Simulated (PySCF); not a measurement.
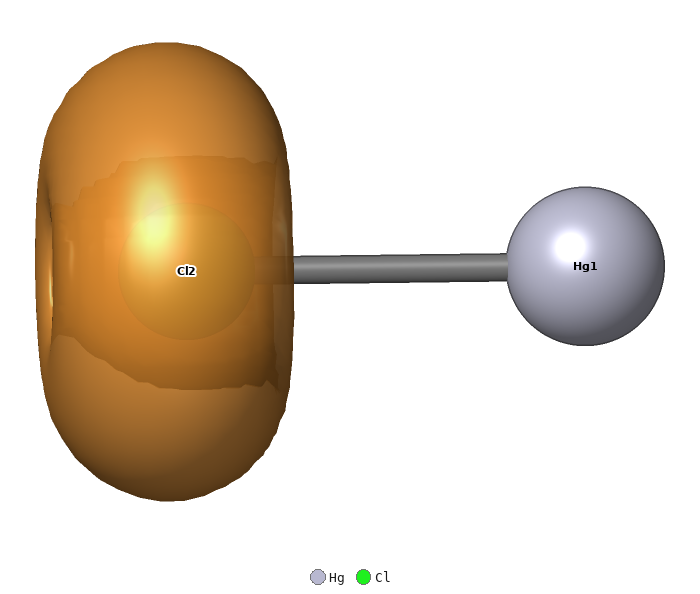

*HgCl (charge +1). Isosurface of the ELF at 0.8 (orange), seen from one side. Only the valence region is drawn (cores and ρ < 0.01 e/Å³ removed).*

Core potentials replace the inner electrons of Hg.

Method: PBE0/cc-pVDZ(-PP), non-relativistic Hamiltonian with scalar-relativistic core potentials where named, at a bond length of 2.256 Å (PySCF).

What do the ELF domains correspond to?

Answer. At this value the surface marks out one region wrapped around Cl (its valence shell).

Values along the shortest contacts:
Hg–Cl (2.26 Å): the ELF peaks at about 0.70 in the valence shell of Cl, 0.8 Å from its nucleus, and is about 0.35 at the midpoint.
